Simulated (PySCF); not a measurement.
C3H8O3S (SMILES CC(C)S(=O)(=O)O)

```xyz
15

C    -0.8689    1.2712   -0.0884
C    -0.4651   -0.1779   -0.2133
C    -0.9414   -1.0570    0.9225
S     1.3446   -0.2180   -0.1261
O     1.8409   -1.5418   -0.3648
O     1.7960    0.4787    1.0331
O     1.7342    0.6528   -1.4437
H    -1.9521    1.3758   -0.0668
H    -0.4525    1.6742    0.8316
H    -0.4719    1.8445   -0.9219
H    -0.7120   -0.6006   -1.1850
H    -0.5887   -0.6477    1.8665
H    -2.0281   -1.1151    0.9442
H    -0.5322   -2.0580    0.8088
H     2.2928    0.1268   -2.0187
```

Geometry: GFN2-xTB.

Computed with KT2/pcSseg-1, SCF density, in a chloroform solvent model, non-relativistic (PySCF).

> What will maps of the electron density and electron localisation function show?

C–C (1.51 Å): the density is about 1.7 e/Å³ at the midpoint; the ELF peaks at about 0.95 between the atoms (localised, covalent bonding).
C–S (1.81 Å): ρ is about 1.4 e/Å³ halfway; the ELF peaks at about 0.95 between the atoms (a shared electron pair).
S–O (1.63 Å): ρ is about 1.6 e/Å³ halfway; the ELF peaks at about 0.85 between the atoms; a polar covalent bond.
C–H (1.09 Å): the density is about 2 e/Å³ at the midpoint; the ELF climbs to about 1 towards the hydrogen, as it does in any bond to H; a covalent bond by its length.

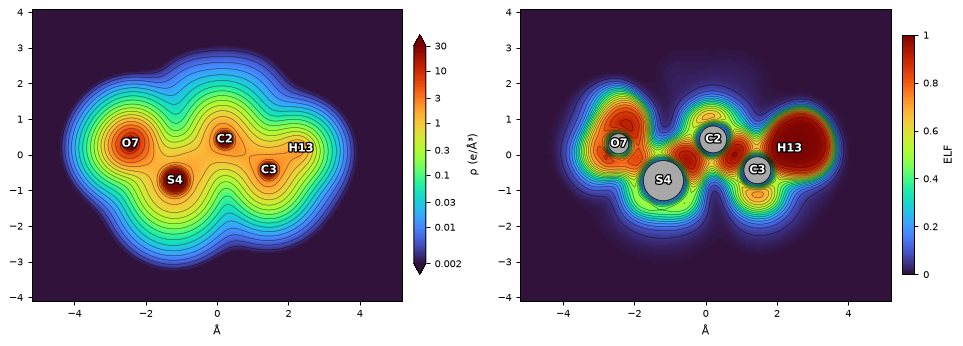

Computed electron density and electron localisation function on the plane of atoms C2, S4 and O7, in this order. Grey discs cover the atomic cores in the ELF map. 
